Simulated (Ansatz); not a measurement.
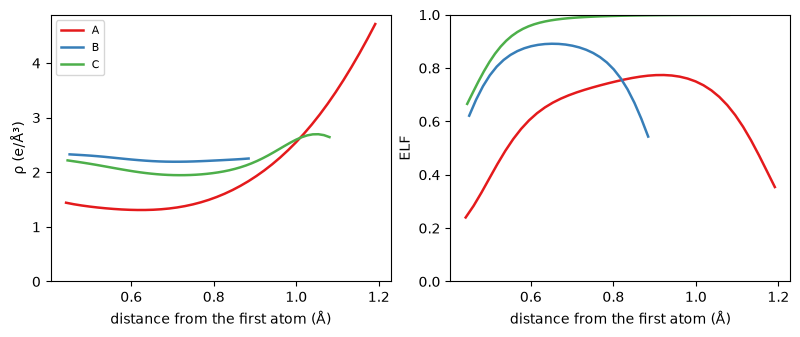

The picture shows: C3H2O. Electron density and electron localisation function along straight lines between neighbouring atoms. The curves leave out the atomic cores.

Geometry: PBE0-D4/def2-TZVP.

Method: Ansatz, RKS PBE0-D4/def2-TZVPP.

```yaml
atoms:
  - { symbol: C, position_ang: [0.2577, 0.6300, 0.2604] }
  - { symbol: C, position_ang: [0.7696, 0.1614, -0.8800] }
  - { symbol: O, position_ang: [-0.3015, -0.7987, -0.3374] }
  - { symbol: C, position_ang: [-0.6933, -0.0240, 0.9317] }
  - { symbol: H, position_ang: [1.7479, -0.2485, -1.0863] }
  - { symbol: H, position_ang: [-1.7384, 0.2158, 1.0655] }
```

Q: Which curve belongs to which contact (C–C, C–H and C–O)? The first atom named is at distance zero.

A: Curve A: C–O (1.54 Å): ρ at the midpoint is about 1.4 e/Å³; the ELF peaks at about 0.75 between the atoms, as expected for a polar covalent bond. Curve B: C–C (1.34 Å): ρ at the midpoint is about 2.2 e/Å³; the ELF peaks at about 0.90 between the atoms: a short, multiple covalent bond. Curve C: C–H (1.08 Å): ρ at the midpoint is about 2.1 e/Å³; the ELF climbs to about 1 towards the hydrogen, as it does in any bond to H: an ordinary covalent bond to hydrogen.
